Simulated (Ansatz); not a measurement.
## Electronic structure of H₃O₂Si (SMILES O[SiH+]O) (charge +1) in real space

Input file:

```
crystal:
  periodic: [false, false, false]
  atoms:
    - {symbol: O, position_ang: [-0.522261, 1.050538, 0.023959]}
    - {symbol: O, position_ang: [-0.165509, -1.762200, -0.119530]}
    - {symbol: Si, position_ang: [0.319853, -0.281724, 0.149821]}
    - {symbol: H, position_ang: [-0.994370, -2.184621, -0.395151]}
    - {symbol: H, position_ang: [1.706918, -0.126855, 0.562764]}
    - {symbol: H, position_ang: [-1.433612, 1.278713, -0.218504]}
basis:
  gaussian: {orbitals: def2-TZVPD}
magnetization: {spin_polarized: false, initial_magnetization: 0}
total_charge: 1
output: {forces: true, orbitals: {seedname: orbitals}}
hamiltonian: {xc: {name: PBE0}}
```

Command:

```sh
ansatz run input.yaml --threads 1 --pin off --max-ram 2610MiB --events-out events.jsonl --progress --plain --runs-dir runs
```

Geometry: B3LYP-D3(BJ)/def2-SVP.

Theory: isolated molecule in a Gaussian basis; Kohn-Sham density functional theory, functional PBE0 in Ansatz.

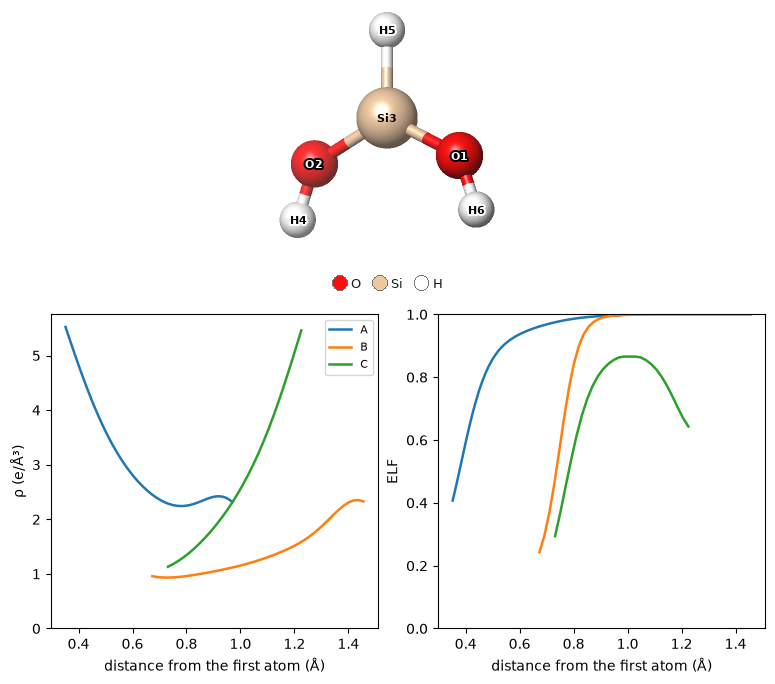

Figure 1. Electron density and ELF along straight lines between neighbouring atoms. The curves leave out the atomic cores. The structure is drawn too.

Which curve belongs to which contact (O–H, Si–H and Si–O)? The first atom named is at distance zero.

Answer. Curve A: O–H (0.97 Å): ρ at the midpoint is about 3.8 e/Å³; the ELF climbs to about 1 towards the hydrogen, as it does in any bond to H: a covalent bond by its length. Curve B: Si–H (1.46 Å): ρ at the midpoint is about 0.93 e/Å³; the ELF climbs to about 1 towards the hydrogen. Curve C: Si–O (1.58 Å): ρ is about 1.3 e/Å³ halfway; the ELF peaks at about 0.85 between the atoms; a polar covalent bond.

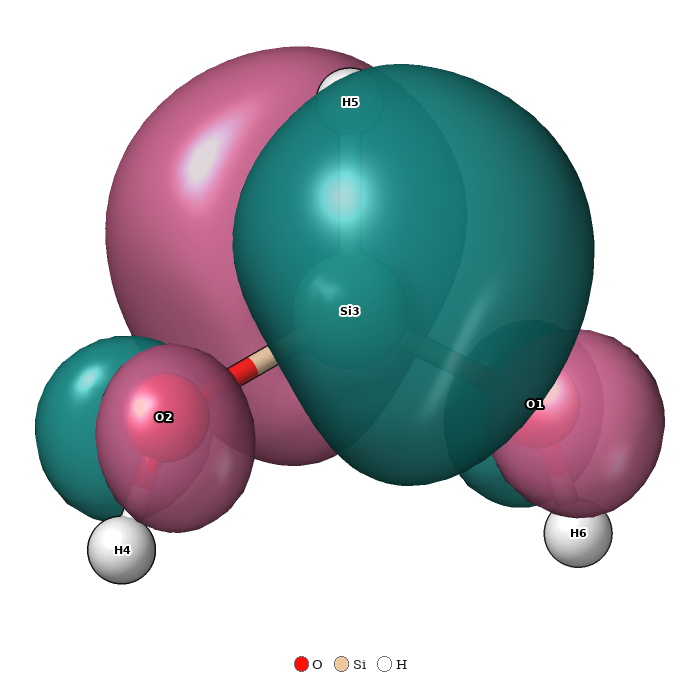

Figure 2. The LUMO at ±0.1 Å⁻³ᐟ² (teal and pink are the two phases), seen at a tilt.

Where does this orbital lie, and at what energy?

Answer. By Hirshfeld shares it lies mainly on Si3 (about 70 %), O1 (about 10 %), O2 (about 10 %) and H5 (about 5 %); it changes sign across the molecular plane (π type). Its energy is −7.45 eV.
